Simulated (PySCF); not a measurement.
**[Er(OH)2]+: other functionals and bases at one geometry**

How far do other levels of theory move the description of [Er(OH)2]+, and what does each cost? The structure is generated, not taken from experiment.

The runs use PySCF 2.14.0; several levels, as the steps say, no spin–orbit coupling.

5 further runs of the same task are left out: 1 for a known fault of the program, 2 that didn't finish, 2 set aside as unsound or not needed.

## 1. Starting geometry

5 atoms, charge 1, spin multiplicity 1.

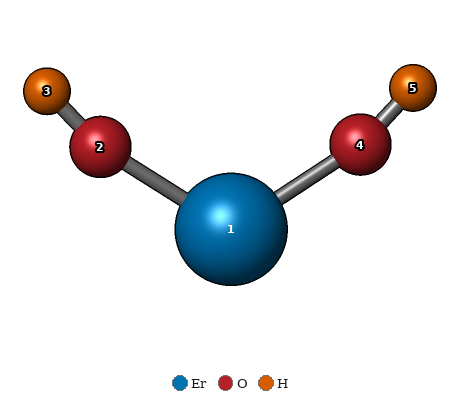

The structure; erbium blue, oxygen red, hydrogen orange; atoms are numbered from 1 in the order of the file.

Geometry (Å):

```xyz
5
charge 1, multiplicity 1
Er    0.0443   -0.9711    0.0768
O    -0.0033    0.2020    1.6305
H    -0.0353    0.9561    2.2422
O    -0.0033   -0.0568   -1.6420
H    -0.0353    0.5917   -2.3646
```

Formal oxidation states: Er +3. Each metal's 11 4f electrons lie in its core potential, so multiplicities, spins and levels count the valence alone. An earlier session relaxed this geometry at TPSS, Er lcecp-1-SVP with ECP57, O def2-SVP, H def2-SVP (singlet, point group C2v).

At TPSS on the finer grid: E = -189.681455 Eh, HOMO -12.12 eV, LUMO -7.75 eV, Mulliken charge on Er1 +1.31 e, largest force component 0.009 eV/Å. 

Levels to run: HF; BLYP; revPBE; PBE; TPSS, TZVP. Hardware: 2 threads of Arm Neoverse V1, shared host.

## 2. HF

Input file run.py (the lines that set the calculation):

```python
mol = gto.M(atom='''
Er     0.04428    -0.97115     0.07680
O     -0.00331     0.20204     1.63050
H     -0.03529     0.95606     2.24216
O     -0.00331    -0.05675    -1.64199
H     -0.03529     0.59175    -2.36456''',
    basis={'Er': 'lcecp-1-SVP', 'O': 'def2-SVP', 'H': 'def2-SVP'},
    ecp={'Er': 'lcecp-1-SVP'},
    charge=1, spin=0)
mf = scf.RHF(mol)
mf = mf.density_fit()  # fitting sets: Er AutoAux, O def2-universal-JKFIT, H def2-universal-JKFIT
mf.conv_tol = 1e-08; mf.max_cycle = 55
mf.kernel(dm0)  # dm0: the density of the relaxed state
```

On the command line:

```sh
$ OMP_NUM_THREADS=2 python run.py
```

## 3. BLYP

run.py (the lines that set the calculation), as its differences from that of step 2:

```diff
@@ -9,3 +9,4 @@
     charge=1, spin=0)
-mf = scf.RHF(mol)
+mf = dft.RKS(mol, xc='BLYP')
+mf.grids.atom_grid = (75, 302)  # f atoms: unpruned, at least (60, 302)
 mf = mf.density_fit()  # fitting sets: Er AutoAux, O def2-universal-JKFIT, H def2-universal-JKFIT
```

## 4. revPBE

run.py (the lines that set the calculation), as its differences from that of step 3:

```diff
@@ -9,3 +9,3 @@
     charge=1, spin=0)
-mf = dft.RKS(mol, xc='BLYP')
+mf = dft.RKS(mol, xc='PBE_R,PBE')
 mf.grids.atom_grid = (75, 302)  # f atoms: unpruned, at least (60, 302)
```

## 5. PBE

run.py (the lines that set the calculation), as its differences from that of step 4:

```diff
@@ -9,3 +9,3 @@
     charge=1, spin=0)
-mf = dft.RKS(mol, xc='PBE_R,PBE')
+mf = dft.RKS(mol, xc='PBE')
 mf.grids.atom_grid = (75, 302)  # f atoms: unpruned, at least (60, 302)
```

## 6. TPSS, TZVP

Basis: Er lcecp-1-TZVP with ECP57, O def2-TZVP, H def2-TZVP. 

Input file run.py (the lines that set the calculation):

```python
mol = gto.M(atom='''
Er     0.04428    -0.97115     0.07680
O     -0.00331     0.20204     1.63050
H     -0.03529     0.95606     2.24216
O     -0.00331    -0.05675    -1.64199
H     -0.03529     0.59175    -2.36456''',
    basis={'Er': 'lcecp-1-TZVP', 'O': 'def2-TZVP', 'H': 'def2-TZVP'},
    ecp={'Er': 'lcecp-1-TZVP'},
    charge=1, spin=0)
mf = dft.RKS(mol, xc='TPSS')
mf.grids.atom_grid = (75, 302)  # f atoms: unpruned, at least (60, 302)
mf = mf.density_fit()  # fitting sets: Er AutoAux, O def2-universal-JKFIT, H def2-universal-JKFIT
mf.conv_tol = 1e-08; mf.max_cycle = 55
mf.kernel(dm0)  # dm0: free metal ions and neutral atoms
```

**Question.** What will these runs give? Wanted: for each run, HOMO; gap; charge on Er1; dipole; largest force.

**Answer**, as computed:

| level | state | HOMO (eV) | gap (eV) | charge on Er1 (e) | dipole (D) | largest force (eV/Å) | basis functions | time |
| --- | --- | --- | --- | --- | --- | --- | --- | --- |
| TPSS (relaxed here) | singlet | -12.12 | 4.37 | 1.31 | 2.20 | 0.01 | 71 | 10 s |
| HF | singlet | -17.71 | 12.68 | 1.76 | 3.40 | 1.24 | 71 | 1.2 s |
| BLYP | singlet | -11.95 | 3.86 | 1.22 | 2.03 | 0.30 | 71 | 2.6 s |
| revPBE | singlet | -12.02 | 4.09 | 1.25 | 2.08 | 0.09 | 71 | 2.5 s |
| PBE | singlet | -12.08 | 4.07 | 1.24 | 2.02 | 0.12 | 71 | 2.5 s |
| TPSS, TZVP | singlet | -12.18 | 4.44 | 1.74 | 2.44 | 0.20 | 121 | 10 s |

Times are on 2 threads of Arm Neoverse V1, shared host; the first row also made further properties. The dipole of a charged species depends on the origin, so these sizes hold for this origin alone.

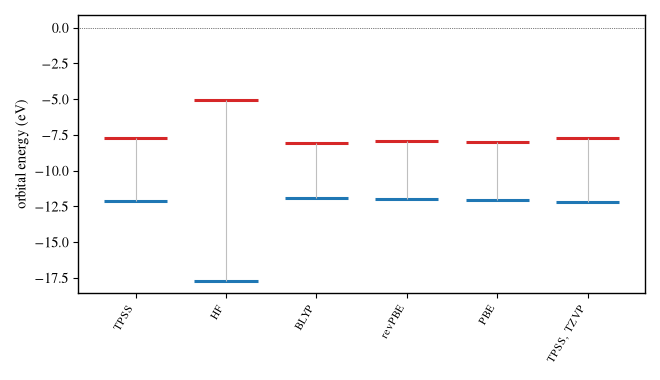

Highest filled and lowest empty level, method by method.

In one basis the HOMO–LUMO gap runs from 3.86 eV (BLYP) to 12.68 eV (HF). The largest leftover force, 1.24 eV/Å with HF, stands at a geometry relaxed at another level. The Mulliken charge on Er spans +1.22 to +1.76 e over the levels. With 4f in the core, its levels are missing from HOMO and gap. Total energies of different levels can't be compared. Spin–orbit coupling is left out throughout.
